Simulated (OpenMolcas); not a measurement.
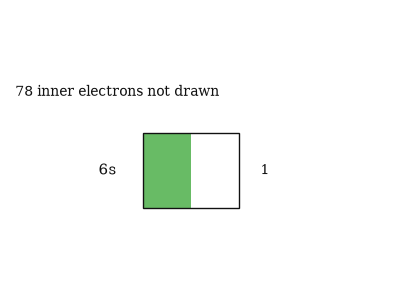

*The outer shells of the leading configuration of the lowest level: a box for each of the 2l + 1 orbitals, shaded by the share of the shell that is filled, with the electron count at the right.*

Pb³⁺: multiconfigurational calculation

- system: Pb³⁺.
- method: state-averaged CASSCF, active space 1 electron in the shells 6s 6p, basis ANO-R3, X2C scalar Hamiltonian, spin-orbit coupling by RASSI with atomic mean-field integrals (OpenMolcas)

### Log (extracts)
```
--- SEWARD ---
Basis set label: PB.ANO-R...9S8P6D3F2G1H.

      Electronic valence basis set:
      ------------------
      Associated Effective Charge  82.000000 au
      Associated Actual Charge     82.000000 au
      Nuclear Model: Finite nucleus - Gaussian distribution
        Gaussian exponent, Xi/bohr**(-2):  1.37688E+08

      Shell  nPrim  nBasis  Cartesian Spherical Contaminant
         s      25       9        X
         p      22       8        X
         d      15       6                 X
         f       9       3                 X
         g       5       2                 X
         h       4       1                 X
                  Relativistic X2C integrals
                  Atomic mean-field integrals
--- RASSCF ---
Wave function specifications:
      -----------------------------

      Number of closed shell electrons          78
      Number of electrons in active shells       1
      Max number of holes in RAS1 space          0
      Max nr of electrons in RAS3 space          0
      Number of inactive orbitals               39
      Number of active orbitals                  4
      Number of secondary orbitals              70
      Spin quantum number                      0.5
      State symmetry                             1
Orbital specifications:
      -----------------------

      Symmetry species                           1   2
                                                ag  au
      Frozen orbitals                            0   0
      Inactive orbitals                         20  19
      Active orbitals                            1   3
      RAS1 orbitals                              0   0
      RAS2 orbitals                              1   3
      RAS3 orbitals                              0   0
      Secondary orbitals                        36  34
      Deleted orbitals                           0   0
      Number of basis functions                 57  56
      Number of CSFs                             1
      Number of root(s) required                 1
      Iter CI   SX   CI       RASSCF       Energy    max ROT     max BLB   max BLB  Level Ln srch  Step   QN
          iter iter root      energy       change     param      element    value   shift minimum  type update
 Nr of preliminary CI iterations:   1
 ###############################################################################
 ###############################################################################
 ###                                                                         ###
 ###                                                                         ###
 ###    WARNING: Problems in orbital optimization.                           ###
 ###                                                                         ###
 ###                                                                         ###
 ###############################################################################
 ###############################################################################
  Warning: In symmetry  2, orbital p=  20 has diagonal density matrix element D(p,p) close to zero. D(p,p)=  0.000000E+00
  Warning: In symmetry  2, orbital p=  21 has diagonal density matrix element D(p,p) close to zero. D(p,p)=  0.000000E+00
        ...
  Warning: In symmetry  2, orbital p=  20 has diagonal density matrix element D(p,p) close to zero. D(p,p)=  0.000000E+00
  Warning: In symmetry  2, orbital p=  21 has diagonal density matrix element D(p,p) close to zero. D(p,p)=  0.000000E+00
  Warning: In symmetry  2, orbital p=  22 has diagonal density matrix element D(p,p) close to zero. D(p,p)=  0.000000E+00
        4   1    2    1  -878.32815588   -2.55E-11  -2.82E-08   19  36 1 -2.07E-07   0.50   0.00    SX    NO
      Convergence after  4 iterations
        5   1    2    1  -878.32815588   -3.64E-12  -2.82E-08   19  31 1 -1.39E-07   0.50   0.00    SX    NO
      Natural orbitals and occupation numbers for root  1
      sym 1:   1.000000
      sym 2:   0.000000   0.000000   0.000000
::    RASSCF root number  1 Total energy: -20878.32815588
--- RASSCF ---
Wave function specifications:
      -----------------------------

      Number of closed shell electrons          78
      Number of electrons in active shells       1
      Max number of holes in RAS1 space          0
      Max nr of electrons in RAS3 space          0
      Number of inactive orbitals               39
      Number of active orbitals                  4
      Number of secondary orbitals              70
      Spin quantum number                      0.5
      State symmetry                             2
Orbital specifications:
      -----------------------

      Symmetry species                           1   2
                                                ag  au
      Frozen orbitals                            0   0
      Inactive orbitals                         20  19
      Active orbitals                            1   3
      RAS1 orbitals                              0   0
      RAS2 orbitals                              1   3
      RAS3 orbitals                              0   0
      Secondary orbitals                        36  34
      Deleted orbitals                           0   0
      Number of basis functions                 57  56
      Number of CSFs                             3
      Number of root(s) required                 3
      Iter CI   SX   CI       RASSCF       Energy    max ROT     max BLB   max BLB  Level Ln srch  Step   QN
          iter iter root      energy       change     param      element    value   shift minimum  type update
 Nr of preliminary CI iterations:   1
 ###############################################################################
 ###############################################################################
 ###                                                                         ###
 ###                                                                         ###
 ###    WARNING: Problems in orbital optimization.                           ###
 ###                                                                         ###
 ###                                                                         ###
 ###############################################################################
 ###############################################################################
  Warning: In symmetry  1, orbital p=  21 has diagonal density matrix element D(p,p) close to zero. D(p,p)=  0.000000E+00
      Total energies have been shifted. Add               -20000.00 au
        ...
 ###############################################################################
 ###############################################################################
  Warning: In symmetry  1, orbital p=  21 has diagonal density matrix element D(p,p) close to zero. D(p,p)=  0.000000E+00
        4   1    2    0  -877.92957952    3.64E-11   2.54E-08   18  31 1 -1.00E-07   0.50   0.00    SX    NO
      Convergence after  4 iterations
        5   1    2    0  -877.92957952   -1.82E-11   2.54E-08   18  36 1 -5.51E-08   0.50   0.00    SX    NO
      Natural orbitals and occupation numbers for root  1
      sym 1:   0.000000
      sym 2:   1.000000  -0.000000   0.000000
      Natural orbitals and occupation numbers for root  2
      sym 1:   0.000000
      sym 2:  -0.000000   1.000000   0.000000
      Natural orbitals and occupation numbers for root  3
      sym 1:   0.000000
      sym 2:   0.000000   0.000000   1.000000
::    RASSCF root number  1 Total energy: -20877.92957952
::    RASSCF root number  2 Total energy: -20877.92957952
::    RASSCF root number  3 Total energy: -20877.92957952
--- RASSI ---
SPIN-FREE ENERGIES:
  (Shifted by EMIN (a.u.) =     -20878.3281558751)

 SF State       Relative EMIN(au)   Rel lowest level(eV)    D:o, cm**(-1)      L_eff

     1             0.0000000000        0.0000000000              0.0000         0.0
     2             0.3985763531       10.8458150929          87477.3982         1.0
     3             0.3985763531       10.8458150929          87477.3982         1.0
     4             0.3985763531       10.8458150929          87477.3982         1.0
     Dipole printing threshold changed to   1.00000000E+00

++ Dipole transition strengths (spin-free states):
   -----------------------------------------------
     for osc. strength at least  1.00000000E+00

  ( Max oscillator strength is only   0.44346461389718728      )
--
Eigenvalues of complex Hamiltonian:
   -----------------------------------
  (Shifted by EMIN (a.u.) =     -20878.3281558751)

 SO State       Relative EMIN(au)   Rel lowest level(eV)    D:o, cm**(-1)     J-value

     1             0.0000000000        0.0000000000              0.0000         0.4
     2             0.0000000000        0.0000000000              0.0000         0.4
     3             0.3481290137        9.4730730566          76405.4870         0.4
     4             0.3481290137        9.4730730566          76405.4870         0.4
     5             0.4238000228       11.5321861110          93013.3538         1.4
     6             0.4238000228       11.5321861110          93013.3538         1.4
     7             0.4238000228       11.5321861110          93013.3538         0.8
     8             0.4238000228       11.5321861110          93013.3538         0.8
Weights of the five most important spin-orbit-free states for each spin-orbit state.

 SO State  Total energy (au)           Spin-free states, spin, and weights
 -------------------------------------------------------------------------------------------------------
    1         0.000000       1 0.5  1.0000    4 0.5  0.0000    3 0.5  0.0000    2 0.5  0.0000
    2         0.000000       1 0.5  1.0000    4 0.5  0.0000    3 0.5  0.0000    2 0.5  0.0000
    3         0.348129       3 0.5  0.3333    2 0.5  0.3333    4 0.5  0.3333    1 0.5  0.0000
    4         0.348129       3 0.5  0.3333    2 0.5  0.3333    4 0.5  0.3333    1 0.5  0.0000
    5         0.423800       4 0.5  0.6667    3 0.5  0.1667    2 0.5  0.1667    1 0.5  0.0000
    6         0.423800       4 0.5  0.6667    3 0.5  0.1667    2 0.5  0.1667    1 0.5  0.0000
    7         0.423800       3 0.5  0.5000    2 0.5  0.5000    4 0.5  0.0000    1 0.5  0.0000
    8         0.423800       3 0.5  0.5000    2 0.5  0.5000    4 0.5  0.0000    1 0.5  0.0000
 -------------------------------------------------------------------------------------------------------
```

### Spin-orbit levels, grouped by J and assigned

```csv
Configuration,Level,E (cm⁻¹),LS purity (%),Landé g
6s,²S₁/₂,0,100,2.002
6p,²P°₁/₂,"76,410",100,0.666
6p,²P°₃/₂,"93,010",100,1.334
```

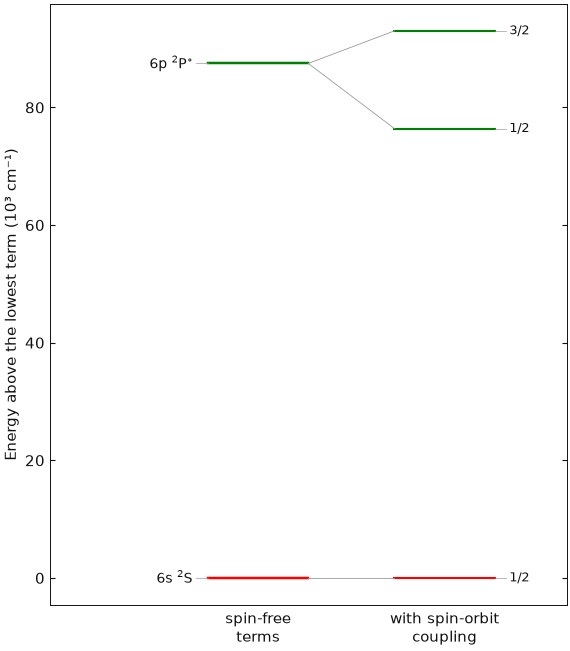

*Terms of Pb³⁺ (lead, Z = 82) without and with spin-orbit coupling; numbers at the right are J.*

6s ²S (at 0) gives the one level J = 1/2; 6p ²P° (at 87,500 cm⁻¹) splits over 16,600 cm⁻¹ into J = 1/2, 3/2 from the bottom up (normal). The ground level lies 0 below the lowest term.

### Input file
```
&GATEWAY
Coord
1

Pb 0.0 0.0 0.0
Basis=ANO-R3
Group=XYZ
NoMove
AngMom=0.0 0.0 0.0
AMFI
&SEWARD
&RASSCF
FileOrb=start.orb
Symmetry=1
Spin=2
nActEl=1 0 0
Inactive=20 19
Ras2=1 3
CIRoot=1 1 1
SDav=1
CIMx=300
Iter=120 100
PrWF=0.3
OrbListing=Nothing
MaxOrb=0
Atom
>>> COPY $Project.JobIph JOB001
&RASSCF
FileOrb=start.orb
Symmetry=2
Spin=2
nActEl=1 0 0
Inactive=20 19
Ras2=1 3
CIRoot=3 3 1
SDav=3
CIMx=300
Iter=120 100
PrWF=0.3
OrbListing=Nothing
MaxOrb=0
Atom
>>> COPY $Project.JobIph JOB002
&RASSI
NrOfJobIphs=2 1 3
1
1 2 3
IphNames
JOB001
JOB002
EJob
SpinOrbit
DIPRint=1.0
SOCoupling=1000.0
Subsets=2
MEES
Property=10
'ANGMOM' 1 'ANGMOM' 2 'ANGMOM' 3 'MLTPL  1' 1 'MLTPL  1' 2 'MLTPL  1' 3
'AMFI' 1 'AMFI' 2 'AMFI' 3 'MLTPL  2' 6
SOProperty=3
'ANGMOM' 1 'ANGMOM' 2 'ANGMOM' 3
```

The file start.orb holds starting orbitals from an earlier step. A driver script formed the levels outside the program, from RASSI's spin-orbit matrix and the active-space energies, averaged over the components of each term or state.

Command:
```bash
OMP_NUM_THREADS=1 MOLCAS_MEM=1689 MOLCAS_PROJECT=a pymolcas a.inp > a.log  # once for each step of the input, in one work folder
```

### Summary

- outcome: converged
- lowest level: 6s ²S₁/₂
- first excited level: 6p ²P°₁/₂, 76,405 cm⁻¹
- energy of the lowest spin-free term: −20878.32816 hartree
- energy of the lowest spin-orbit level: −20878.32816 hartree
- largest spread among components of a term: 0.0 cm⁻¹
- hardware: 1 CPU thread, shared host
- wall time: 13 s

### Remarks

Caveats: spin-orbit splittings of 6p ions too small.
